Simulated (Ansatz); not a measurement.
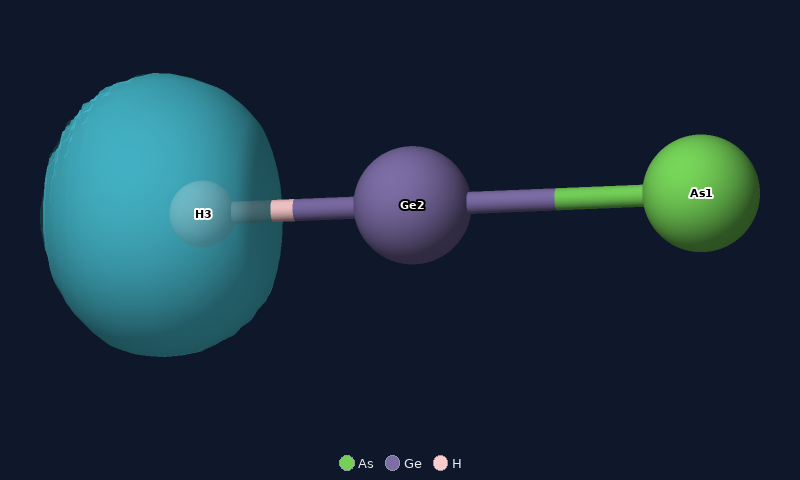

*AsGeH (SMILES [GeH]#[As]). Isosurface of the ELF at 0.9 (cyan), seen from one side. Only the valence region is drawn (cores and ρ < 0.01 e/Å³ removed).*

Geometry: BLYP-D3(BJ)/def2-SVP.

Method: isolated molecule in a Gaussian basis; Kohn-Sham density functional theory, functional PBE0 (Ansatz).

Q: Describe the localisation domains.

A: The surface consists of one region around a hydrogen nucleus. Along the contacts the grid gives the following. Ge–As (2.14 Å): the ELF reaches about 0.60 near the midpoint. Ge–H (1.55 Å): the ELF climbs to about 1 towards the hydrogen.
